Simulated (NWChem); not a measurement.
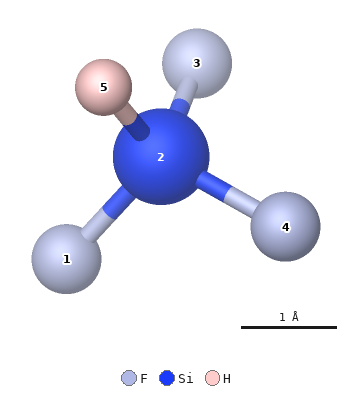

Figure 1. The structure as given in the input (ball-and-stick view, seen at a tilt; atoms are numbered from 1 in the order of the input).

Run report: SiHF3 (charge +1), single-point calculation

The run: single-point calculation of SiHF3, charge +1, multiplicity 2. Method and program: B3LYP/6-31G*, UKS (NWChem 7.3.0).

The geometry is that of the parent species in another charge or spin state. The geometry comes from this level: PBE0-D4/def2-TZVP.

## The input
```python
from ase.io import read
from ase.calculators.nwchem import NWChem

mol = read('f3hsi.xyz')

calc = NWChem(
    label='f3hsi',
    theory='dft',
    memory='2200 mb',
    basis='6-31G*',
    charge=1,
    dft={'xc': 'b3lyp', 'mult': '2', 'grid': 'xfine', 'convergence': 'energy 1e-08', 'iterations': '100', 'mulliken': None},
    task='energy',
)
mol.calc = calc

print("Total energy (eV):", round(mol.get_potential_energy(), 6))
```

## File f3hsi.xyz
```
5
F3HSi
F     -0.447100    -0.082200     1.491300
Si     0.040700     0.001700    -0.001800
F     -0.597100     1.281400    -0.657200
F     -0.495900    -1.263300    -0.767200
H      1.499400     0.062400    -0.065100
```

## File f3hsi.nwi
```
title "f3hsi"

permanent_dir f3hsi

scratch_dir f3hsi

start f3hsi

geometry units angstrom nocenter noautosym noautoz
  F  -4.4710000000000000e-01 -8.2199999999999995e-02 1.4913000000000001e+00
  Si 4.0700000000000000e-02 1.6999999999999999e-03 -1.8000000000000000e-03
  F  -5.9709999999999996e-01 1.2814000000000001e+00 -6.5720000000000001e-01
  F  -4.9590000000000001e-01 -1.2633000000000001e+00 -7.6719999999999999e-01
  H  1.4994000000000001e+00 6.2399999999999997e-02 -6.5100000000000005e-02
end

charge 1

memory 2200 mb

basis noprint
   * library 6-31G*
end

dft
  xc b3lyp
  mult 2
  grid xfine
  convergence energy 1e-08
  iterations 100
  mulliken
end

task dft energy
```

Machine: 1 thread of AMD EPYC (Zen 3), 24 GiB of memory available, shared host.

Launched with:
```bash
export ASE_NWCHEM_COMMAND="nwchem PREFIX.nwi > PREFIX.nwo"
python run.py
```

## What the program printed
```
Total energy (eV): -16035.460894
```

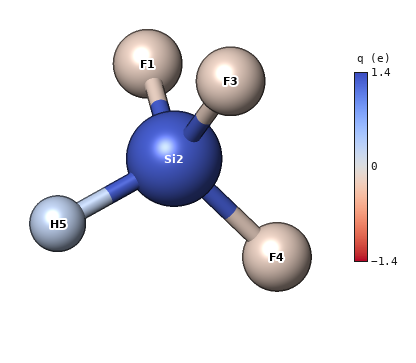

Figure 2. Mulliken charges, as the colour of each atom (ball-and-stick view, seen at an oblique angle; atoms are numbered from 1 in the order of the input). By element: F −0.18, Si +1.29 and H +0.26 e.

## Results in brief

| quantity | value |
| --- | --- |
| outcome | converged |
| total energy | −589.292323 hartree |
| basis functions | 66 |
| ⟨S²⟩ | 0.756 |
| wall time | 26 s |
| peak memory | 0.12 GiB |
